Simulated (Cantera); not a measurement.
Feed: 1 mol SiC, 4.5 mol N2O, 5.6 mol H2, at 1.00 bar.

Equilibrium computed with Cantera from the NASA thermochemical tables; the gas is ideal and each condensed phase is pure. Candidate condensed phases: C, C6H6, C7H8, C8H18, H2O, Si, SiC, SiO2, Si2N2O, Si3N4; 151 gas species. The tables hold silica as quartz up to 1696 K and as liquid above; real silica turns to tridymite and cristobalite and melts near 1996 K. Gases not in the tables: Si(OH)4. Kinetics and transport are ignored.

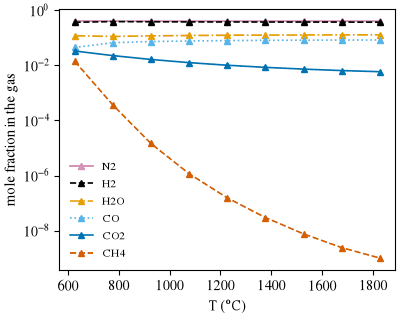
Figure. Equilibrium gas composition (values under 1e-9 drawn at 1e-9)

**Question.** Read off the mole fractions at 1377 °C.

**Answer.** N2 about 0.41, H2 about 0.38, H2O about 0.13, CO about 0.082, CO2 about 0.0085, CH4 about 3.0e-8.
